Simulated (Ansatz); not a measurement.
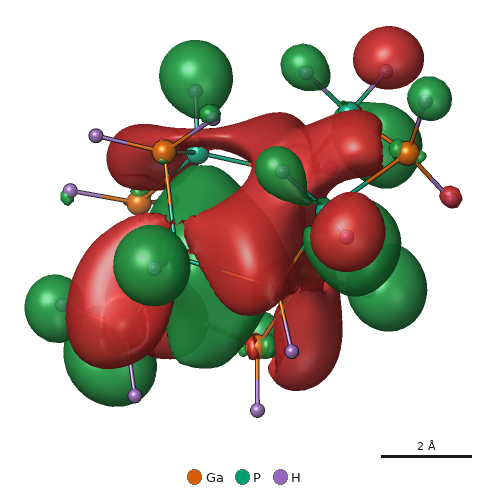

Figure. Ga7H20P6 (doublet). One frontier orbital at ±0.05 Å⁻³ᐟ² (green and red are the two phases), seen at an oblique angle.

Geometry: PBE-D4/def2-SVP.

Level of theory: UKS PBE0-D4/def2-TZVP (Ansatz).

Input file:

```
crystal:
  periodic: [false, false, false]
  atoms:
    - {symbol: Ga, position_ang: [0.544057, -3.430497, 0.884975]}
    - {symbol: Ga, position_ang: [-2.972032, 3.018767, -1.323666]}
    - {symbol: Ga, position_ang: [0.830389, -0.881129, -2.383608]}
    - {symbol: Ga, position_ang: [-2.144836, -0.777488, 0.326167]}
    - {symbol: Ga, position_ang: [0.329886, -0.658612, 3.268055]}
    - {symbol: Ga, position_ang: [0.825313, 2.031057, 0.351243]}
    - {symbol: Ga, position_ang: [3.708688, -0.627967, 0.608561]}
    - {symbol: P, position_ang: [-3.115152, 0.598221, -1.406321]}
    - {symbol: P, position_ang: [-0.511199, -2.103965, -0.769874]}
    - {symbol: P, position_ang: [2.068211, -1.817656, 1.949539]}
    - {symbol: P, position_ang: [-0.548735, 3.096576, -1.340176]}
    - {symbol: P, position_ang: [2.116874, 0.449690, -0.837147]}
    - {symbol: P, position_ang: [-0.709527, 0.661719, 1.570122]}
    - {symbol: H, position_ang: [1.949535, -4.046946, 0.373197]}
    - {symbol: H, position_ang: [-0.411965, -4.219985, 1.849089]}
    - {symbol: H, position_ang: [-3.415270, 3.424668, 0.135458]}
    - {symbol: H, position_ang: [-3.531664, 3.628276, -2.664115]}
    - {symbol: H, position_ang: [1.766752, -1.893469, -3.147912]}
    - {symbol: H, position_ang: [-0.180816, 0.086606, -3.139794]}
    - {symbol: H, position_ang: [-3.260144, -1.490385, 1.177402]}
    - {symbol: H, position_ang: [-0.669685, -1.640683, 3.981284]}
    - {symbol: H, position_ang: [1.489948, 0.145143, 4.026951]}
    - {symbol: H, position_ang: [1.539001, 3.116957, 1.239406]}
    - {symbol: H, position_ang: [4.531268, -1.734603, -0.159792]}
    - {symbol: H, position_ang: [4.354377, 0.426745, 1.594108]}
    - {symbol: H, position_ang: [-2.636128, 0.135289, -2.669264]}
    - {symbol: H, position_ang: [-4.489026, 0.224541, -1.534126]}
    - {symbol: H, position_ang: [-1.303318, -3.063777, -1.480988]}
    - {symbol: H, position_ang: [2.736684, -2.624327, 2.927125]}
    - {symbol: H, position_ang: [-0.081665, 2.667168, -2.620304]}
    - {symbol: H, position_ang: [-0.157735, 4.470490, -1.415118]}
    - {symbol: H, position_ang: [2.922477, 1.291644, -1.672022]}
    - {symbol: H, position_ang: [-1.574571, 1.537958, 2.301562]}
basis:
  gaussian: {orbitals: def2-TZVP, fitting: {mean_field: def2-universal-jkfit}, initial_orbitals: start.molden}
magnetization: {spin_polarized: true, initial_magnetization: 1}
hamiltonian: {xc: pbe0, dispersion: d4}
scf: {omitted_lower_state_checks: [starts]}
output: {orbitals: {seedname: orbitals}}
```

Command:

```sh
ansatz run in.yaml --threads 2 --pin off --events-out ev --progress --plain --max-ram 32768MiB --backend cuda --devices 0, --max-vram 18GiB
```

### Which orbital is it: HOMO (α) or LUMO (α)?

The LUMO (α), at −1.30 eV. By Hirshfeld shares it lies mainly on P9 (about 10 %), P13 (about 10 %), P10 (about 10 %), Ga1 (about 5 %), P12 (about 5 %) and P8 (about 5 %).
